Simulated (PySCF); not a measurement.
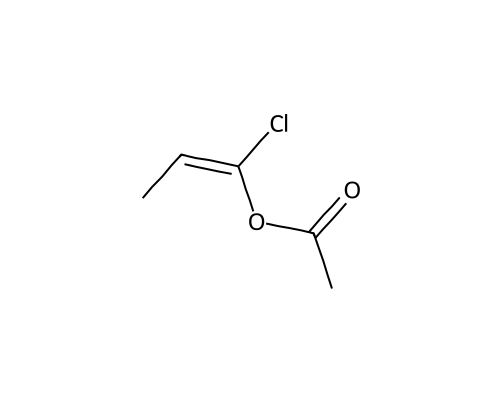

Skeletal drawing of a molecule.

> Give its SMILES.

C/C=C(/Cl)OC(C)=O

> What is the molecular formula?

C5H7ClO2.

> An optimisation with GFN2-xTB gave a structure of which point group?

C1. Other conformers may differ.

More results for the same structure follow; atom numbers are the same in all pictures, views and colours differ. The computed structure is the end point of a GFN2-xTB optimisation. No frequency run is at hand to confirm it as a minimum.

Shape

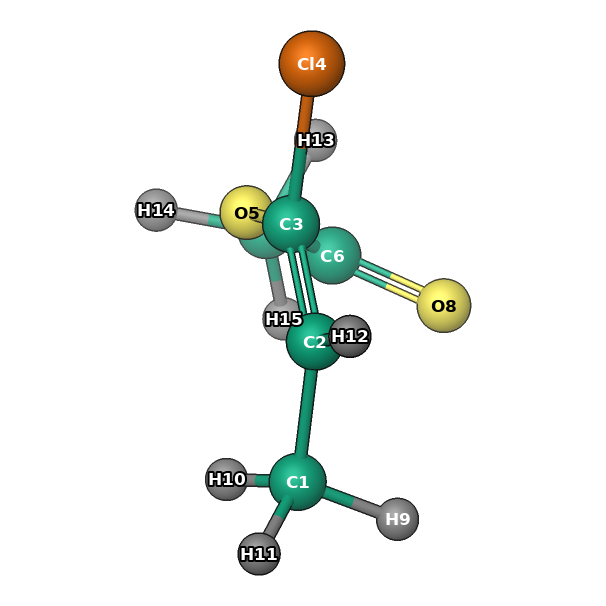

O5 lies behind C3. The molecule seen a little off the C3–O5 bond, C3 in front. Atoms fade into the background with distance from the viewer. No frequency run is at hand to confirm it as a minimum.

> What is the torsion angle Cl4–C3–O5–C6? The sign is positive where the front bond must turn clockwise to cover the back bond.

115°, anticlinal.

Polarisability

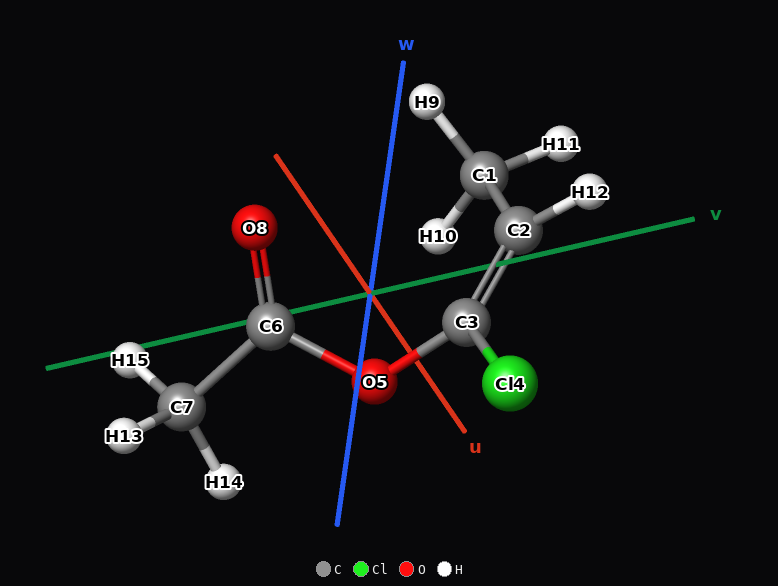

The lines u, v and w are the principal axes of the static dipole polarisability. No frequency run is at hand to confirm it as a minimum. Level of theory: PBE0/def2-SVPD (PySCF 2.14.0).

> Along which axis is the molecule most polarisable, and along which least?

Most along w, least along u.

> Give the three principal values.

u 63.4, v 89.1, w 92.6 bohr³; mean 81.7, anisotropy 27.6 bohr³.

Charges

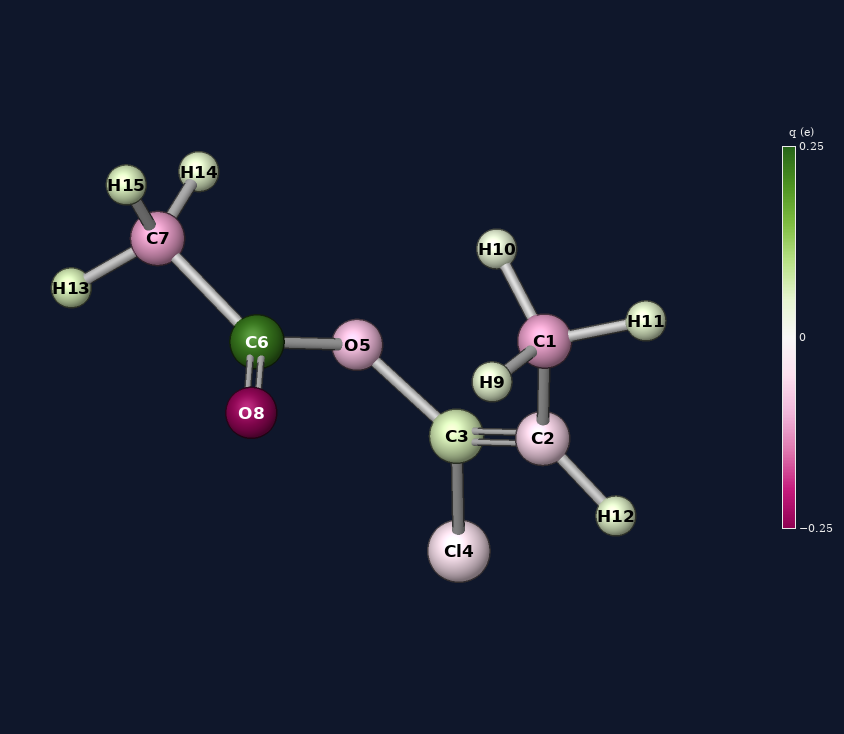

Atoms are coloured by their Hirshfeld charges. No frequency run is at hand to confirm it as a minimum. Properties computed with PBE0/pcSseg-1, gas phase (PySCF 2.14.0).

Give the Hirshfeld charges atom by atom.

| atom | value (e) |
| --- | --- |
| C1 | −0.12 |
| C2 | −0.06 |
| C3 | 0.07 |
| Cl4 | −0.04 |
| O5 | −0.09 |
| C6 | 0.23 |
| C7 | −0.12 |
| O8 | −0.24 |
| H9 | 0.05 |
| H10 | 0.04 |
| H11 | 0.05 |
| H12 | 0.05 |
| H13 | 0.07 |
| H14 | 0.05 |
| H15 | 0.06 |

Quadrupole coupling

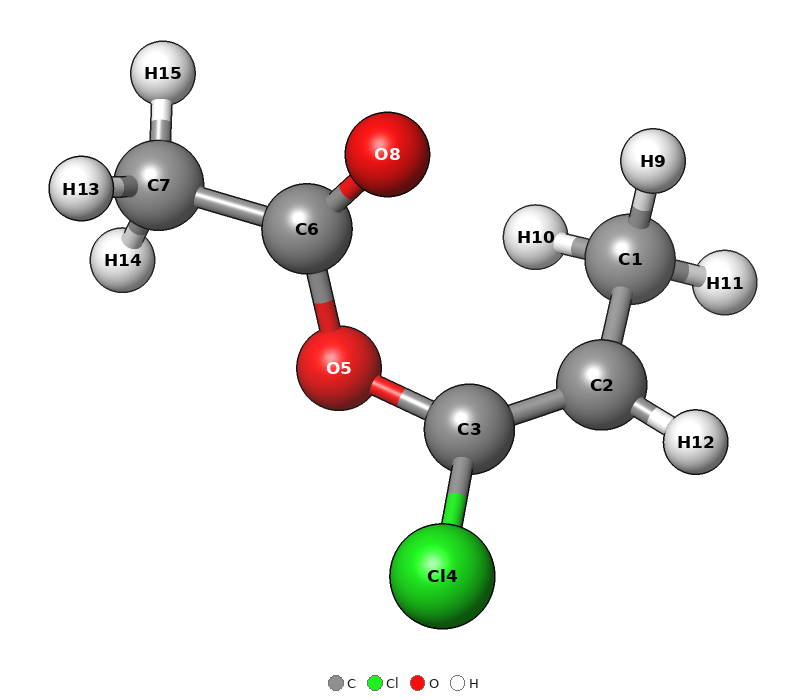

No frequency run is at hand to confirm it as a minimum. Electric field gradients from the ground-state density, PBE0/pcSseg-1 (PySCF 2.14.0), non-relativistic apart from any core potentials.

Give the largest field-gradient component, the quadrupole coupling constant and the asymmetry for 35Cl at Cl4 (Q = −81.7 mb), 17O at O5 (Q = −25.6 mb), 17O at O8 (Q = −25.6 mb).

```tsv
atom	V_zz (a.u.)	e²qQ/h (MHz)	η
Cl4	3.959	−76.0	0.06
O5	1.758	−10.57	0.40
O8	−1.627	9.79	0.24
```
